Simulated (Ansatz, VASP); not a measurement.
## Ba2TeS: VASP beside Ansatz

Wanted: the spread between two codes on one cell, functional and k mesh. The cell is invented: As first built, before any earlier steps moved the atoms: it takes the BaTe structure with some of its atoms replaced by other elements, volume scaled by an estimate. It may not be a known or stable phase. The cell comes out of earlier VASP steps on this material, which relaxed, scaled or displaced it; both programs get it as it stands.

Calculated with Ansatz 0.2.0; plane waves, with VASP 6.6.1 beside it; relaxation of cell and atoms at r2SCAN with D4.

### 1. Starting point

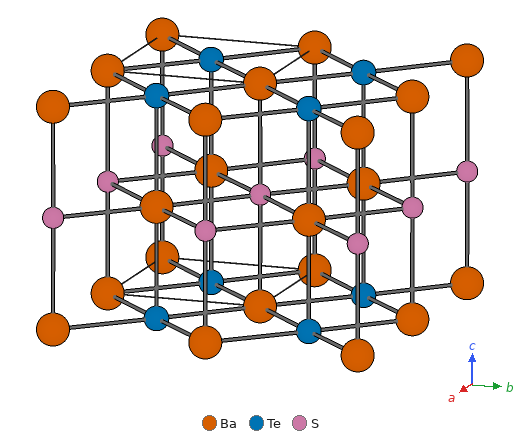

The cell as given, slightly off an axis (barium orange, tellurium blue, sulfur pink). 2×2×1 cells are drawn. Some periodic images of atoms are drawn too.

Coordinates:

```xyz
4
Lattice="4.7971 0.0000 0.0000 0.0000 4.7971 0.0000 0.0000 0.0000 6.7946" Properties=species:S:1:pos:R:3 pbc="T T T"
Ba    2.3940    2.3986    3.3848
Ba    0.0007    0.0000    6.7918
Te    2.4017    2.3986    6.7778
S     4.7849    0.0000    3.4007
```

### 2. VASP: relaxation of cell and atoms, r2SCAN with D4

The relaxed volume is the usual yardstick between codes: its relative difference is about their pressure difference at one cell divided by the bulk modulus.

Lines of VASP's logs that name or quote its potential files are left out, and so is its time.

File INCAR:

```
SYSTEM = Ba2TeS
PREC = Accurate
ENCUT = 400
EDIFF = 1E-06
NELM = 100
ISMEAR = 0
SIGMA = 0.05
LREAL = .FALSE.
ALGO = Normal
METAGGA = R2SCAN
IVDW = 13
VDW_S6 = 1
VDW_S8 = 0.6018749
VDW_A1 = 0.51559235
VDW_A2 = 5.77342911
LASPH = .TRUE.
NBANDS = 22
LORBIT = 11
LWAVE = .FALSE.
LCHARG = .FALSE.
KPAR = 2
IBRION = 2
NSW = 60
ISIF = 3
EDIFFG = -0.01
```

File POSCAR:

```
Ba2TeS
1.0
    4.7971031400      0.0000000000      0.0000000000
    0.0000000000      4.7971311100      0.0000000000
   -0.0000271500      0.0000000000      6.7945616700
Ba Te S
2 1 1
Direct
    0.4990497630      0.5000000000      0.4981689180
    0.0001492820      0.0000000000      0.9995965240
    0.5006580590      0.5000000000      0.9975360790
    0.9974638960      0.0000000000      0.5005104800
```

File KPOINTS:

```
Automatic mesh
0
Gamma
6 6 4
0 0 0
```

The projector-augmented-wave data sets are Ba_sv, Te and S (PBE family, release 64).

Command:

```
> mpirun -np 2 vasp_std
```

Numbers of over 12 decimals in the logs are rounded to 6 here.

The log of the run:

```text
[banner, memory and clock lines left out]
running    2 mpi-ranks, on    1 nodes
 distrk:  each k-point on    1 cores,    2 groups
 distr:  one band on    1 cores,    1 groups

 POSCAR found type information on POSCAR BaTeS
 POSCAR found :  3 types and       4 ions
|                                                                             |
|               ----> ADVICE to this user running VASP <----                  |
|                                                                             |
|     You enforced a specific xc type in the INCAR file but a different       |
|     [... a line on the potential file left out ...]
|     I HOPE YOU KNOW WHAT YOU ARE DOING!                                     |
|                                                                             |

 LDA part: xc-table for (None), standard interpolation
 POSCAR, INCAR and KPOINTS ok, starting setup
 FFT: planning ... GRIDC
 FFT: planning ... GRID_SOFT
 FFT: planning ... GRID
 WAVECAR not read
 entering main loop
       N       E                     dE             d eps       ncg     rms          rms(c)
DAV:   1     0.111171455904E+03    0.11117E+03   -0.11700E+04  2464   0.103E+03
DAV:   2    -0.875631454938E+02   -0.19873E+03   -0.18819E+03  3406   0.208E+02
DAV:   3    -0.102007038002E+03   -0.14444E+02   -0.14343E+02  3406   0.617E+01
DAV:   4    -0.102510648237E+03   -0.50361E+00   -0.50306E+00  3862   0.104E+01
DAV:   5    -0.102516257161E+03   -0.56089E-02   -0.56075E-02  3122   0.114E+00    0.621E+00
DAV:   6    -0.948430734437E+02    0.76732E+01   -0.31190E+00  3306   0.980E+00    0.465E+00
DAV:   7    -0.948450542712E+02   -0.19808E-02   -0.96634E-01  3260   0.441E+00    0.298E+00
DAV:   8    -0.948604766047E+02   -0.15422E-01   -0.65685E-02  3050   0.137E+00    0.180E+00
DAV:   9    -0.948707282664E+02   -0.10252E-01   -0.19536E-02  2998   0.964E-01    0.365E-01
DAV:  10    -0.948706080498E+02    0.12022E-03   -0.82772E-04  3108   0.153E-01    0.186E-01
DAV:  11    -0.948710896773E+02   -0.48163E-03   -0.11829E-03  3090   0.214E-01    0.752E-02
DAV:  12    -0.948710669608E+02    0.22716E-04   -0.11226E-04  3028   0.562E-02    0.629E-02
DAV:  13    -0.948710659561E+02    0.10046E-05   -0.14762E-05  2666   0.158E-02    0.324E-02
DAV:  14    -0.948710754560E+02   -0.94999E-05   -0.21802E-05  2926   0.303E-02    0.668E-03
DAV:  15    -0.948710761732E+02   -0.71722E-06   -0.15033E-06  2572   0.537E-03
   1 F= -.95208160E+02 E0= -.95208160E+02  d E =-.952082E+02
[...]
2 F= -.95208342E+02 E0= -.95208342E+02  d E =-.181617E-03
[...]
3 F= -.95208352E+02 E0= -.95208352E+02  d E =-.191875E-03
[...]
4 F= -.95208470E+02 E0= -.95208470E+02  d E =-.118289E-03
 ZBRENT: can't locate minimum, use default step
 trial-energy change:   -0.000118  1 .order   -0.000117   -0.000134   -0.000100
 step:   4.2102(harm=  4.2255)  dis= 0.00723  next Energy=   -95.208621 (dE=-0.269E-03)
 bond charge predicted
       N       E                     dE             d eps       ncg     rms          rms(c)
DAV:   1    -0.948709103193E+02   -0.39489E-03   -0.79027E-02  2530   0.138E+00    0.142E-01
DAV:   2    -0.948711112082E+02   -0.20089E-03   -0.32970E-03  3070   0.321E-01    0.683E-02
DAV:   3    -0.948710785250E+02    0.32683E-04   -0.81366E-05  3358   0.517E-02    0.412E-02
DAV:   4    -0.948710567597E+02    0.21765E-04   -0.73691E-05  3506   0.486E-02    0.168E-02
DAV:   5    -0.948710559545E+02    0.80519E-06   -0.71186E-06  2980   0.129E-02
   5 F= -.95208624E+02 E0= -.95208624E+02  d E =-.271824E-03
 curvature:  -2.94 expect dE=-0.114E-03 dE for cont linesearch -0.669E-08
 trial: gam= 0.33761 g(F)=  0.868E-05 g(S)=  0.301E-04 ort = 0.634E-06 (trialstep = 0.168E+01)
 search vector abs. value=  0.594E-04
 reached required accuracy - stopping structural energy minimisation
```

Parts of OUTCAR (step 2):

```text
ion  position               nearest neighbor table
   1  0.499  0.500  0.498-   4 3.39   4 3.39   3 3.39   4 3.40   4 3.40   3 3.40
   2  0.000  0.000  1.000-   3 3.39   3 3.39   4 3.39   3 3.39   3 3.39   4 3.40
   3  0.501  0.500  0.998-   2 3.39   2 3.39   1 3.39   2 3.39   2 3.39   1 3.40
   4  0.997  0.000  0.501-   1 3.39   1 3.39   2 3.39   1 3.40   1 3.40   2 3.40

  LATTYP: Found a simple tetragonal cell.
 ALAT       =     4.7971031400
 C/A-ratio  =     1.4163884894

 Subroutine GETGRP returns: Found  2 space group operations
 (whereof  2 operations were pure point group operations)

The static configuration has the point symmetry C_1h.

 Found     56 irreducible k-points:

   k-points           NKPTS =     56   k-points in BZ     NKDIM =     56   number of bands    NBANDS=     22

   dimension x,y,z NGX =    32 NGY =   32 NGZ =   48
   dimension x,y,z NGXF=    64 NGYF=   64 NGZF=   96

   ENCUT  =  400.0 eV  29.40 Ry    5.42 a.u.   7.82  7.82 11.08*2*pi/ulx,y,z

   NELECT =      32.0000    total number of electrons

 k-points in reciprocal lattice and weights: Automatic mesh
   0.00000000  0.00000000  0.00000000       0.007
   0.16666667  0.00000000  0.00000000       0.014
   0.00000000  0.16666667  0.00000000       0.014
   0.33333333  0.00000000 -0.00000000       0.014
   0.00000000  0.33333333  0.00000000       0.014
   0.50000000  0.00000000  0.00000000       0.007
   0.00000000  0.50000000  0.00000000       0.007
   0.16666667  0.16666667  0.00000000       0.028
   0.33333333  0.16666667 -0.00000000       0.028
[...]
-0.33333333  0.50000000  0.50000000       0.014
   0.50000000  0.50000000  0.50000000       0.007

 average (electrostatic) potential at core
       1 -42.3699       2 -42.2882       3 -95.6238       4 -90.4467

 E-fermi :   1.7728

 k-point     1 :       0.0000    0.0000    0.0000
  band No.  band energies     occupation
    ...
     12       1.2424      2.00000
     13       1.2425      2.00000
     14       1.5176      2.00000
     15       1.5504      2.00000
     16       1.5505      2.00000
     17       3.6153      0.00000
     18       5.1268      0.00000
     19       5.2611      0.00000
     20       5.2614      0.00000
     21       5.3595      0.00000
    ...

 k-point     2 :       0.1667    0.0000    0.0000
  band No.  band energies     occupation
    ...
     12       0.7933      2.00000
     13       1.0137      2.00000
     14       1.0466      2.00000
     15       1.2372      2.00000
     16       1.4167      2.00000
     17       4.1744      0.00000
     18       5.2414      0.00000
     19       5.4116      0.00000
     20       5.5660      0.00000
     21       5.8056      0.00000
    ...

 k-point     3 :       0.0000    0.1667    0.0000
  band No.  band energies     occupation
    ...
     12       0.7933      2.00000
     13       1.0136      2.00000
     14       1.0468      2.00000
     15       1.2373      2.00000
     16       1.4167      2.00000
     17       4.1743      0.00000
     18       5.2413      0.00000
     19       5.4119      0.00000
     20       5.5661      0.00000
     21       5.8055      0.00000
    ...

  DFT-D4 for vdW energy calculation

  Edisp (eV):   -0.33757

  Total      -0.02922    -0.02979     0.02750     0.00000     0.00000    -0.00019
  in kB      -0.29980    -0.30571     0.28218     0.00000     0.00000    -0.00199
  external pressure =       -0.11 kB  Pullay stress =        0.00 kB

  energy-cutoff  :      400.00
  volume of cell :      156.14
      direct lattice vectors                 reciprocal lattice vectors
     4.797447254  0.000000000  0.000042392     0.208444189  0.000000000 -0.000001010
     0.000000000  4.797587762  0.000000000     0.000000000  0.208438084  0.000000000
     0.000032880  0.000000000  6.783905188    -0.000001303  0.000000000  0.147407721

 POSITION                                       TOTAL-FORCE (eV/Angst)
 -----------------------------------------------------------------------------------
      2.39391      2.39879      3.38348         0.000272      0.000000      0.005169
      0.00049      0.00000      6.77735        -0.008852      0.000000      0.001318
      2.39834      2.39879      6.77628         0.001822      0.000000     -0.001996
      4.78939      0.00000      3.38628         0.006758      0.000000     -0.004491
 -----------------------------------------------------------------------------------
    total drift:                                0.001195     -0.000000     -0.001741

  FREE ENERGIE OF THE ION-ELECTRON SYSTEM (eV)
  ---------------------------------------------------
  free  energy   TOTEN  =       -95.2086240052 eV

  energy  without entropy=      -95.2086240052  energy(sigma->0) =      -95.20862401

 reached required accuracy - stopping structural energy minimisation

 total charge
# of ion       s       p       d       tot
------------------------------------------
    1        2.015   5.627   0.219   7.861
    2        2.020   5.629   0.257   7.906
    3        1.348   2.230   0.004   3.583
    4        1.308   2.396   0.000   3.704
--------------------------------------------------
tot          6.690  15.883   0.480  23.053

[... 3 further parts left out ...]
```

CONTCAR:

```
Ba2TeS
   1.00000000000000
     4.7974472544110522    0.0000000000000000    0.0000423918150484
     0.0000000000000000    4.7975877621962715    0.0000000000000000
     0.0000328797162938    0.0000000000000000    6.7839051876405216
  Ba              Te              S
     2     1     1
Direct
     0.4989927380969699    0.5000000000000000    0.4987485542696666
     0.0000961200877395    0.0000000000000000    0.9990333312888908
     0.4999141803332286    0.5000000000000000    0.9988729896752860
     0.9983179614820687    0.0000000000000000    0.4991571257661538
```

(Continued in part 2 of 2.)

[Lines on the potential files, build, host, timing and source positions are cut from VASP's logs without a mark.]

[Logs are printed without paths, hosts, clocks, repeated set-up lines and the standing remarks that a program may print on its own settings, such as how far it seeks lower states.]

[Hosts, paths, dates, database ids (printed as entryN), source tags and the programs' standing remarks are cut or masked in the printed files.]
